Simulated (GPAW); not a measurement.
## Screening of a field by C/Pt(110)

Aim: the dipole that a field along the normal induces in C/Pt(110).

Main program and level: GPAW 26.7.0; GPAW, PAW setups; slab in vacuum, relaxation, in the first sound run; inputs show where later runs differ.

## Step 1: The structure

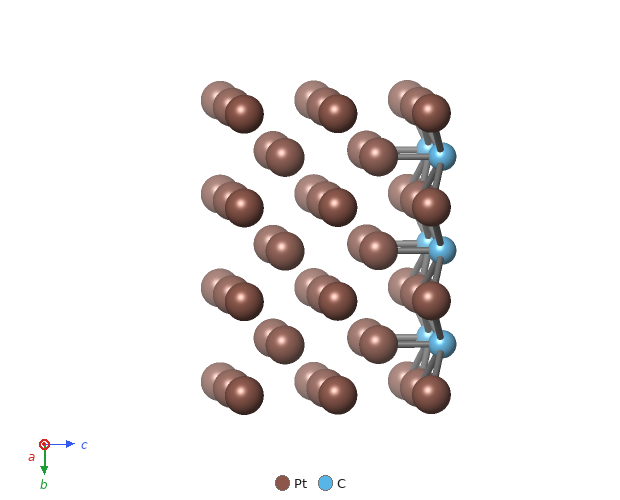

The cell as given, from the side, with the c axis across the page (platinum brown, carbon blue). 2×3×1 cells are drawn. Some periodic images of atoms are drawn too.

The cell holds 6 atoms: 5 Pt and 1 C. Cell: a = 3.920 Å, b = 2.772 Å, c = 24.044 Å, α = 90.0°, β = 90.0°, γ = 90.0°. Vacuum lies along c.

## Step 2: Relaxing the atoms

Forces are removed first; all later runs use this geometry. The lowest 2 atoms are held at bulk positions and keep their forces.

run.py reads:

```python
import json
import numpy as np
from ase import Atoms
from ase.constraints import FixAtoms
from ase.optimize import BFGS
from gpaw import GPAW, PW

slab = Atoms(
    ['Pt', 'Pt', 'Pt', 'Pt', 'Pt', 'C'],
    positions=[
        [0.00000, 0.00000, 9.00000],
        [1.96000, 1.38593, 10.38593],
        [0.00000, 0.00000, 11.77186],
        [1.96000, 1.38593, 13.15779],
        [0.00000, 0.00000, 14.54372],
        [1.96000, 1.38593, 15.04372]],
    cell=[[3.92, 0.0, 0.0], [0.0, 2.77186, 0.0], [0.0, 0.0, 24.04372]],
    pbc=[True, True, False])

slab.calc = GPAW(mode=PW(500), xc='PBE', kpts={'size': (8, 11, 1), 'gamma': True},
                 occupations={'name': 'fermi-dirac', 'width': 0.1}, nbands='160%',
                 convergence={'density': 1e-05}, maxiter=200,
                 poissonsolver={'dipolelayer': 'xy'},
                 symmetry={'tolerance': 1e-3, 'extra_ids': [1, 1, 0, 0, 0, 0]}, txt='slab.txt')
result = {}
slab.set_constraint(FixAtoms([0, 1]))
path = []
opt = BFGS(slab, maxstep=0.2)
opt.attach(lambda: path.append((slab.get_potential_energy(), slab.positions.tolist(), slab.get_forces().tolist())))
result['relaxed'] = bool(opt.run(fmax=0.03, steps=40))
result['path'] = path
energy = slab.get_potential_energy()
fermi = slab.calc.get_fermi_level()
v = slab.calc.get_electrostatic_potential().mean((0, 1)) - fermi
n = slab.calc.get_pseudo_density().mean((0, 1))
L = slab.cell[2, 2]
z = np.arange(len(v)) * L / len(v)
low, high = slab.positions[:, 2].min(), slab.positions[:, 2].max()
below, above = np.interp([low - 6.8, high + 6.8], z, v)
slopes = [np.interp(x, z, np.gradient(v, z)) for x in (low - 6.8, high + 6.8)]
eps = np.array([[slab.calc.get_eigenvalues(k, s) for k in range(len(slab.calc.get_ibz_k_points()))]
                for s in range(slab.calc.get_number_of_spins())]) - fermi
top, bottom = eps[eps < 0].max(), eps[eps > 0].min()
dipole = slab.get_dipole_moment()[2]
print(f'energy {energy:.4f} eV, Fermi level {fermi:.4f} eV, dipole {dipole:.5f} e A')
print(f'potential 6.8 A off the faces, from the Fermi level: lower {below:.4f} eV, upper {above:.4f} eV')
print(f'slope of the potential there: lower {slopes[0]:.5f}, upper {slopes[1]:.5f} eV/A')
print(f'nearest levels on the mesh: {top:.4f} and {bottom:.4f} eV')
print('magnetic moment', round(slab.get_magnetic_moment(), 3))
result.update(energy=energy, fermi=fermi, dipole=dipole, below=below, above=above, slopes=slopes, edges=[top, bottom],
              z=z.tolist(), v=v.tolist(), n=n.tolist(), positions=slab.positions.tolist(),
              forces=slab.get_forces(apply_constraint=False).tolist(), moments=slab.get_magnetic_moments().tolist())
json.dump(result, open('result.json', 'w'))
```

Launch:

```
$ OMP_NUM_THREADS=1 OPENBLAS_NUM_THREADS=1 python run.py
```

Log:

```text
Step          Energy          fmax
BFGS:    0      -36.400318        1.835442
BFGS:    1      -36.454652        1.607187
BFGS:    2      -36.617112        0.702274
BFGS:    3      -36.652291        0.650873
BFGS:    4      -36.681553        0.769587
BFGS:    5      -36.705161        0.708533
BFGS:    6      -36.732730        0.659249
BFGS:    7      -36.752752        0.611649
BFGS:    8      -36.766226        0.375413
BFGS:    9      -36.772640        0.334643
BFGS:   10      -36.778644        0.346595
BFGS:   11      -36.786151        0.255359
BFGS:   12      -36.790818        0.138268
BFGS:   13      -36.792656        0.040827
BFGS:   14      -36.792995        0.025985
energy -36.6774 eV, Fermi level 0.0173 eV, dipole -0.01388 e A
potential 6.8 A off the faces, from the Fermi level: lower 5.3310 eV, upper 5.5641 eV
slope of the potential there: lower -0.00006, upper -0.00002 eV/A
nearest levels on the mesh: -0.0040 and 0.0170 eV
magnetic moment 0.0
```

Wall time 60 min (1 thread of Intel Xeon Platinum 8559C (Emerald Rapids), shared host); peak memory 0.48 GiB.

Step by step:

| step | energy less that of the first step (eV) | largest force (eV/Å) |
| --- | --- | --- |
| 1 | 0.0000 | 1.8354 |
| 2 | -0.0543 | 1.6072 |
| 3 | -0.2160 | 0.7023 |
| 4 | -0.2508 | 0.6509 |
| 5 | -0.2788 | 0.7696 |
| 6 | -0.3012 | 0.7085 |
| 7 | -0.3286 | 0.6592 |
| 8 | -0.3488 | 0.6116 |
| 9 | -0.3622 | 0.3754 |
| 10 | -0.3682 | 0.3346 |
| 11 | -0.3737 | 0.3466 |
| 12 | -0.3809 | 0.2554 |
| 13 | -0.3854 | 0.1383 |
| 14 | -0.3870 | 0.0408 |
| 15 | -0.3872 | 0.0260 |

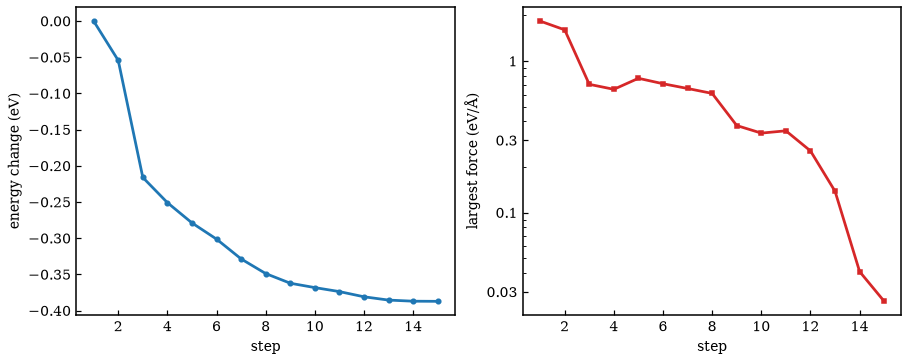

Energy and largest force along the relaxation.

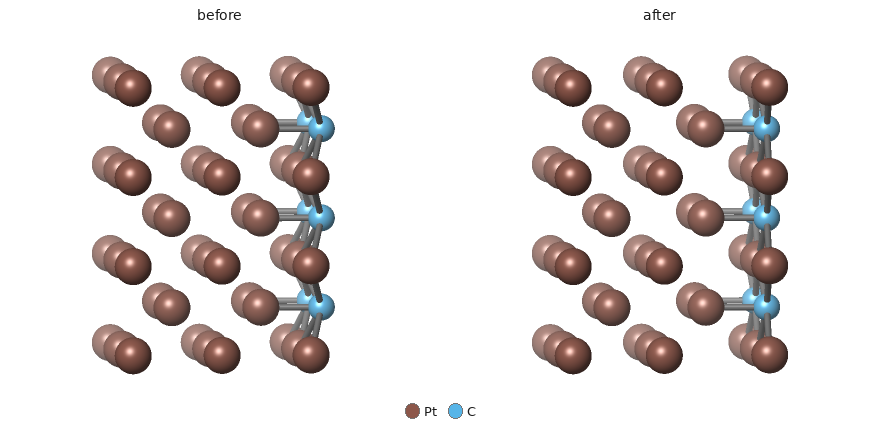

The structure before and after the relaxation, drawn at the same scale.

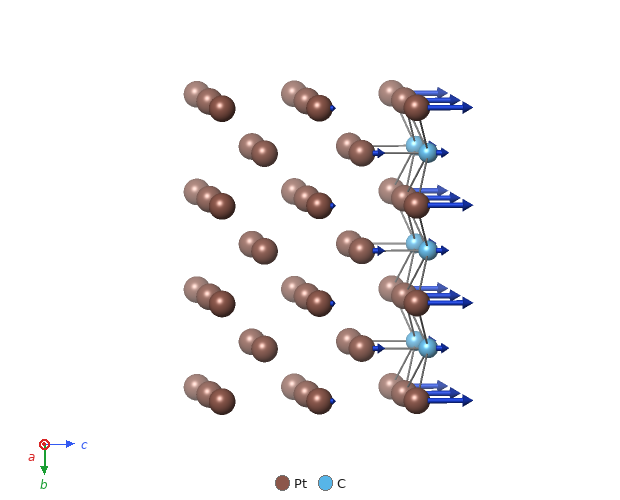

Displacements in the relaxation, exaggerated; the longest in the cell stands for 0.58 Å. 2×3×1 cells are drawn. Some periodic images of atoms are drawn too.

The atoms that moved most (Å):

| atom | dx | dy | dz | length |
| --- | --- | --- | --- | --- |
| Pt5 | 0.000 | 0.000 | 0.581 | 0.581 |
| C6 | 0.000 | 0.000 | 0.165 | 0.165 |
| Pt4 | 0.000 | 0.000 | 0.158 | 0.158 |
| Pt3 | 0.000 | 0.000 | 0.069 | 0.069 |

The relaxed structure:

```cif
data_structure
_symmetry_space_group_name_H-M 'P 1'
_symmetry_Int_Tables_number 1
_cell_length_a 3.9200
_cell_length_b 2.7719
_cell_length_c 24.0437
_cell_angle_alpha 90.000
_cell_angle_beta 90.000
_cell_angle_gamma 90.000
_cell_volume 261.25
loop_
_atom_site_label
_atom_site_type_symbol
_atom_site_fract_x
_atom_site_fract_y
_atom_site_fract_z
_atom_site_occupancy
Pt1 Pt 0.00000 0.00000 0.37432 1
Pt2 Pt 0.50000 0.50000 0.43196 1
Pt3 Pt 0.00000 0.00000 0.49249 1
Pt4 Pt 0.50000 0.50000 0.55381 1
Pt5 Pt 0.00000 0.00000 0.62907 1
C6 C 0.50000 0.50000 0.63254 1
```

Numbers from this step:

```
dipole along the normal                    : -0.01388 e·Å
levels nearest the Fermi level on the mesh : -0.004037, 0.01699 eV from the Fermi level
upper work function                        : 5.564 eV
lower work function                        : 5.331 eV
```

The electrostatic potential energy of an electron (without an applied field's), less the Fermi level, planar mean oscillates, so the rows of the table below give means over windows of 1.44 Å about each position, cut where the curve ends. Its maxima inside the range that stand out by 2 % of the span (Å: eV): 9.7: -7.71, 11.2: -6.97, 12.6: -6.97, 14.2: -2.88. Its minima: 9.0: -14.9, 10.4: -15.7, 11.8: -15.7, 13.3: -15.4, 15.2: -25.2.

Electrostatic potential energy of an electron (without an applied field's), less the Fermi level, planar mean against z; means over each step:

| z (Å) | electrostatic potential energy of an electron (without an applied field's), less the Fermi level, planar mean (eV) |
| --- | --- |
| 0.72 | 5.35 |
| 2.16 | 5.33 |
| 3.60 | 5.33 |
| 5.04 | 5.33 |
| 6.48 | 5.25 |
| 7.92 | 1.32 |
| 9.36 | -11.1 |
| 10.80 | -11.2 |
| 12.24 | -11.2 |
| 13.68 | -9.31 |
| 15.12 | -15.0 |
| 16.56 | 3.54 |
| 18.00 | 5.54 |
| 19.44 | 5.56 |
| 20.88 | 5.56 |
| 22.32 | 5.56 |
| 23.76 | 5.55 |

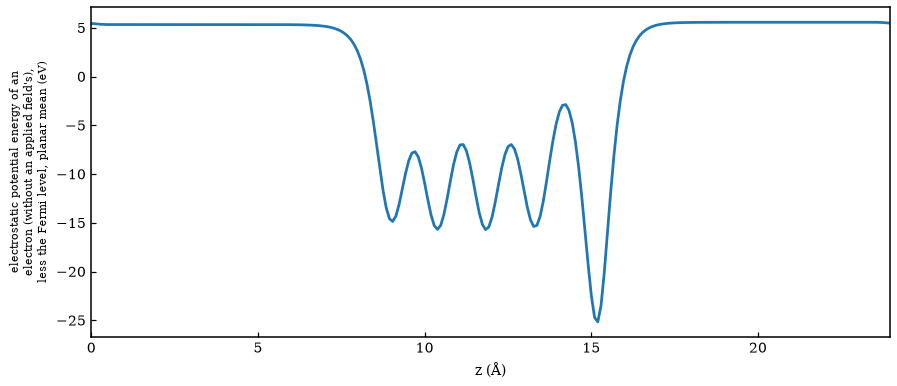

Electrostatic potential energy of an electron (without an applied field's), less the Fermi level, planar mean, plotted against z.

The pseudo valence density, planar mean oscillates, so the rows of the table below give means over windows of 1.44 Å about each position, cut where the curve ends. Its maxima inside the range that stand out by 2 % of the span (Å: e/Å³): 9.0: 1.52, 10.4: 1.56, 11.9: 1.50, 13.3: 1.53, 15.2: 1.71. Its minima: 9.6: 0.664, 11.2: 0.592, 12.5: 0.572, 14.2: 0.420.

Table of pseudo valence density, planar mean by z; means over each step:

| z (Å) | pseudo valence density, planar mean (e/Å³) |
| --- | --- |
| 5.04 | 6.4e-5 |
| 6.48 | 0.00331 |
| 7.92 | 0.208 |
| 9.36 | 1.04 |
| 10.80 | 1.01 |
| 12.24 | 1.000 |
| 13.68 | 0.895 |
| 15.12 | 1.10 |
| 16.56 | 0.109 |
| 18.00 | 0.00135 |
| 19.44 | 2.0e-5 |

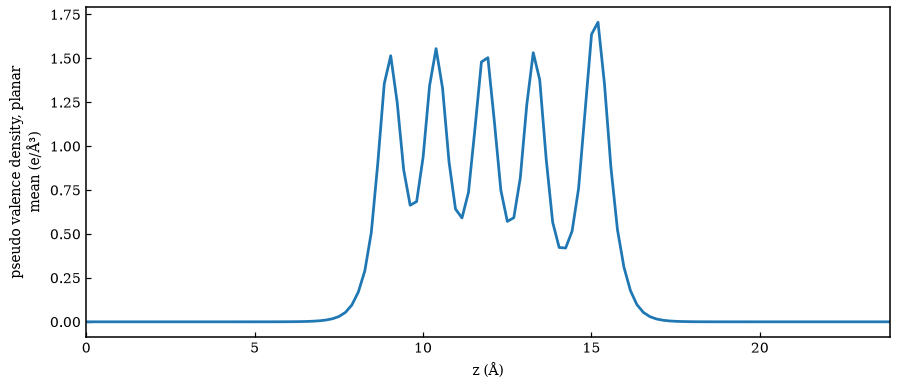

Pseudo valence density, planar mean, plotted against z.

The relaxation lowered the energy of the cell by 0.387 eV (energies extrapolated to zero smearing; the optimiser's log prints free energies). The largest force left on a free atom is 0.026 eV/Å.

## Step 3: The slab's potential

With the geometry fixed, the planar mean of the potential gives the vacuum level on each side.

This step: GPAW, PAW setups; slab in vacuum (GPAW 26.7.0).

run.py: that of step 2 with these lines changed.

```diff
@@ -3,4 +3,2 @@
 from ase import Atoms
-from ase.constraints import FixAtoms
-from ase.optimize import BFGS
 from gpaw import GPAW, PW
@@ -12,6 +10,6 @@
         [1.96000, 1.38593, 10.38593],
-        [0.00000, 0.00000, 11.77186],
-        [1.96000, 1.38593, 13.15779],
-        [0.00000, 0.00000, 14.54372],
-        [1.96000, 1.38593, 15.04372]],
+        [0.00000, 0.00000, 11.84122],
+        [1.96000, 1.38593, 13.31567],
+        [0.00000, 0.00000, 15.12512],
+        [1.96000, 1.38593, 15.20862]],
     cell=[[3.92, 0.0, 0.0], [0.0, 2.77186, 0.0], [0.0, 0.0, 24.04372]],
@@ -23,10 +21,4 @@
                  poissonsolver={'dipolelayer': 'xy'},
-                 symmetry={'tolerance': 1e-3, 'extra_ids': [1, 1, 0, 0, 0, 0]}, txt='slab.txt')
+                 symmetry={'tolerance': 1e-3}, txt='slab.txt')
 result = {}
-slab.set_constraint(FixAtoms([0, 1]))
-path = []
-opt = BFGS(slab, maxstep=0.2)
-opt.attach(lambda: path.append((slab.get_potential_energy(), slab.positions.tolist(), slab.get_forces().tolist())))
-result['relaxed'] = bool(opt.run(fmax=0.03, steps=40))
-result['path'] = path
 energy = slab.get_potential_energy()
```

Log:

```text
energy -36.6773 eV, Fermi level 0.0172 eV, dipole -0.01402 e A
potential 6.8 A off the faces, from the Fermi level: lower 5.3311 eV, upper 5.5643 eV
slope of the potential there: lower -0.00004, upper -0.00004 eV/A
nearest levels on the mesh: -0.0040 and 0.0170 eV
magnetic moment 0.0
```

Elapsed: 5.7 min, on 1 thread; peak memory 0.48 GiB.

This step gave:

```yaml
dipole_along_the_normal: -0.01402 e·Å
levels_nearest_the_fermi_level_on_the_mesh: -0.004043, 0.01698 eV from the Fermi level
```

The electrostatic potential energy of an electron (without an applied field's), less the Fermi level, planar mean oscillates, so the rows of the table below give means over windows of 1.44 Å about each position, cut where the curve ends. Its maxima inside the range that stand out by 2 % of the span (Å: eV): 9.7: -7.71, 11.2: -6.97, 12.6: -6.97, 14.2: -2.88. Its minima: 9.0: -14.9, 10.4: -15.7, 11.8: -15.7, 13.3: -15.4, 15.2: -25.2.

Electrostatic potential energy of an electron (without an applied field's), less the Fermi level, planar mean against z; means over each step:

(Unchanged from step 2.)

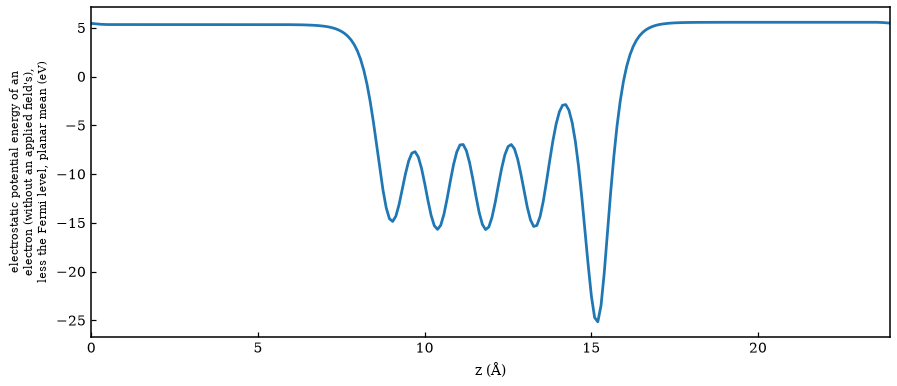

Electrostatic potential energy of an electron (without an applied field's), less the Fermi level, planar mean against z.

The pseudo valence density, planar mean oscillates, so the rows of the table below give means over windows of 1.44 Å about each position, cut where the curve ends. Its maxima inside the range that stand out by 2 % of the span (Å: e/Å³): 9.0: 1.52, 10.4: 1.56, 11.9: 1.50, 13.3: 1.53, 15.2: 1.71. Its minima: 9.6: 0.664, 11.2: 0.592, 12.5: 0.572, 14.2: 0.420.

Pseudo valence density, planar mean against z; means over each step:

| z (Å) | pseudo valence density, planar mean (e/Å³) |
| --- | --- |
| 5.04 | 6.5e-5 |
| 6.48 | 0.00331 |
| 7.92 | 0.208 |
| 9.36 | 1.04 |
| 10.80 | 1.01 |
| 12.24 | 1.000 |
| 13.68 | 0.895 |
| 15.12 | 1.10 |
| 16.56 | 0.109 |
| 18.00 | 0.00135 |
| 19.44 | 2.0e-5 |

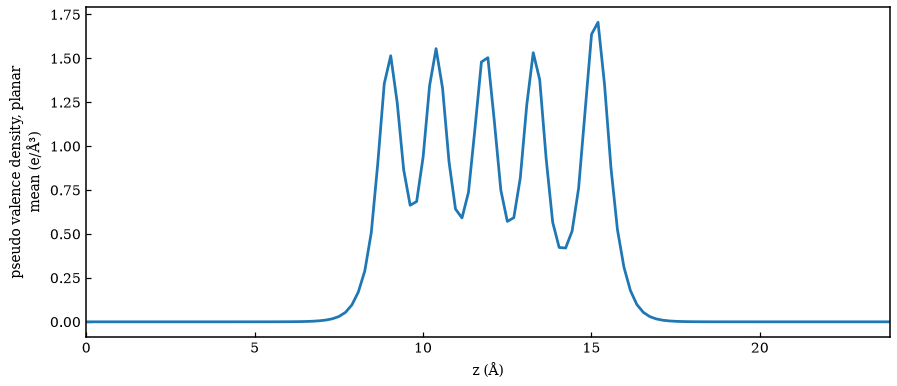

Pseudo valence density, planar mean, plotted against z.

Force by atom:

| atom | x (eV/Å) | y (eV/Å) | z (eV/Å) | size |
| --- | --- | --- | --- | --- |
| Pt1 | 0.000 | 0.000 | 0.496 | 0.496 |
| Pt2 | 0.000 | 0.000 | -0.489 | 0.489 |
| Pt3 | 0.000 | 0.000 | -0.003 | 0.003 |
| Pt4 | 0.000 | 0.000 | -0.026 | 0.026 |
| Pt5 | 0.000 | 0.000 | 0.007 | 0.007 |
| C6 | 0.000 | 0.000 | 0.013 | 0.013 |

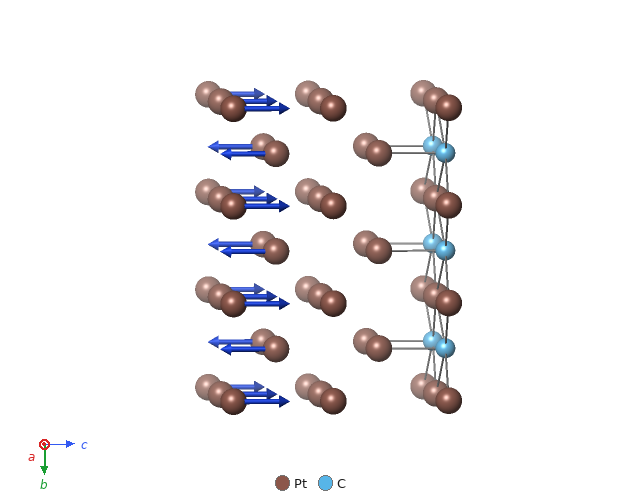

Force as arrows, the longest 0.496 eV/Å. 2×3×1 cells are drawn. Some periodic images of atoms are drawn too.

The potential is flat to 4.3e-5 eV/Å where it is read, so the vacuum is wide enough.

## Step 4: Field on

A uniform field along the normal polarises the slab; the atoms stay fixed, so this is the electronic response alone.

run.py: that of step 3 with these lines changed.

```diff
@@ -4,2 +4,3 @@
 from gpaw import GPAW, PW
+from gpaw.external import ConstantElectricField
 
@@ -21,2 +22,3 @@
                  poissonsolver={'dipolelayer': 'xy'},
+                 external=ConstantElectricField(-0.2, [0, 0, 1]),
                  symmetry={'tolerance': 1e-3}, txt='slab.txt')
```

Log:

```text
energy -36.6909 eV, Fermi level 0.0200 eV, dipole -0.12138 e A
potential 6.8 A off the faces, from the Fermi level: lower 4.4338 eV, upper 6.4555 eV
slope of the potential there: lower -0.00004, upper -0.00004 eV/A
nearest levels on the mesh: -0.0069 and 0.0153 eV
magnetic moment 0.0
```

Elapsed: 7.2 min, on 1 thread; peak memory 0.66 GiB.

Numbers from this step:

```
dipole along the normal                                         : -0.1214 e·Å
levels nearest the Fermi level on the mesh                      : -0.006875, 0.01531 eV from the Fermi level
potential below the slab, the applied field's own ramp left out : 4.434 eV from the Fermi level
potential above the slab, the applied field's own ramp left out : 6.455 eV from the Fermi level
```

The electrostatic potential energy of an electron (without an applied field's), less the Fermi level, planar mean oscillates, so the rows of the table below give means over windows of 1.44 Å about each position, cut where the curve ends. Its maxima inside the range that stand out by 2 % of the span (Å: eV): 9.7: -8.17, 11.2: -7.15, 12.6: -6.86, 14.2: -2.44, 20.2: 6.46. Its minima: 9.0: -15.5, 10.4: -16.0, 11.8: -15.7, 13.3: -15.1, 15.2: -24.5.

Electrostatic potential energy of an electron (without an applied field's), less the Fermi level, planar mean against z; means over each step:

| z (Å) | electrostatic potential energy of an electron (without an applied field's), less the Fermi level, planar mean (eV) |
| --- | --- |
| 0.72 | 4.57 |
| 2.16 | 4.43 |
| 3.60 | 4.43 |
| 5.04 | 4.43 |
| 6.48 | 4.37 |
| 7.92 | 0.527 |
| 9.36 | -11.7 |
| 10.80 | -11.5 |
| 12.24 | -11.2 |
| 13.68 | -8.98 |
| 15.12 | -14.4 |
| 16.56 | 4.38 |
| 18.00 | 6.43 |
| 19.44 | 6.46 |
| 20.88 | 6.46 |
| 22.32 | 6.46 |
| 23.76 | 6.34 |

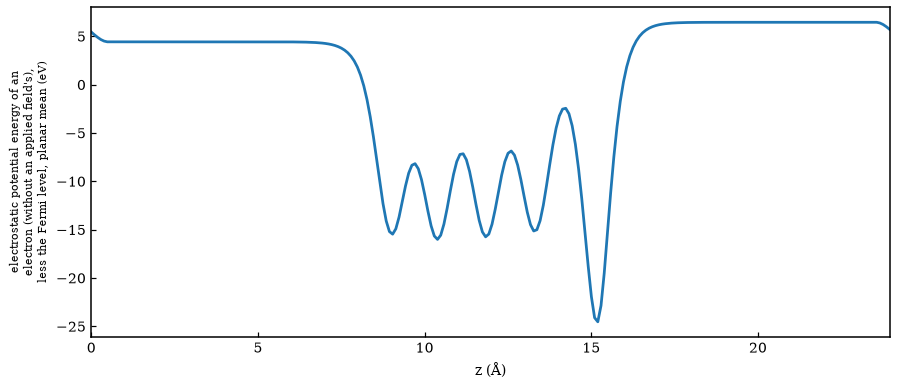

Electrostatic potential energy of an electron (without an applied field's), less the Fermi level, planar mean, plotted against z.

Force by atom:

| atom | x (eV/Å) | y (eV/Å) | z (eV/Å) | size |
| --- | --- | --- | --- | --- |
| Pt1 | 0.000 | 0.000 | 0.505 | 0.505 |
| Pt2 | 0.000 | 0.000 | -0.483 | 0.483 |
| Pt3 | 0.000 | 0.000 | -0.015 | 0.015 |
| Pt4 | 0.000 | 0.000 | -0.033 | 0.033 |
| Pt5 | 0.000 | 0.000 | 0.005 | 0.005 |
| C6 | 0.000 | 0.000 | 0.023 | 0.023 |

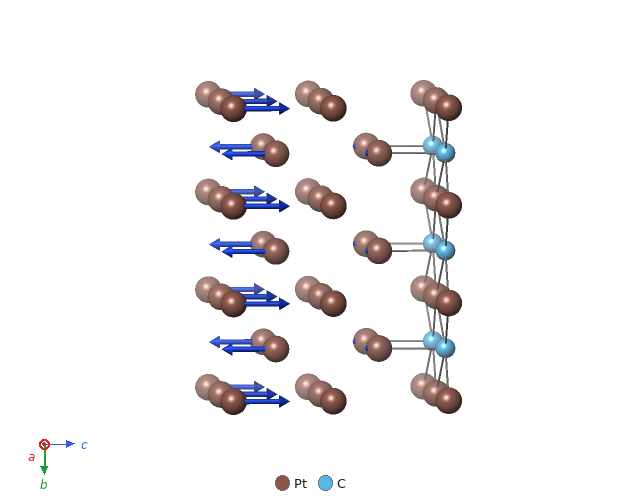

Force as arrows, the longest 0.505 eV/Å. 2×3×1 cells are drawn. Some periodic images of atoms are drawn too.

The dipole is now -0.121 e Å, against -0.014 in the run without a field.

(Continued in part 2 of 2.)

[Logs are printed without paths, hosts, clocks, repeated set-up lines and the standing remarks that a program may print on its own settings, such as how far it seeks lower states.]

[Hosts, paths, dates, database ids (printed as entryN), source tags and the programs' standing remarks are cut or masked in the printed files.]
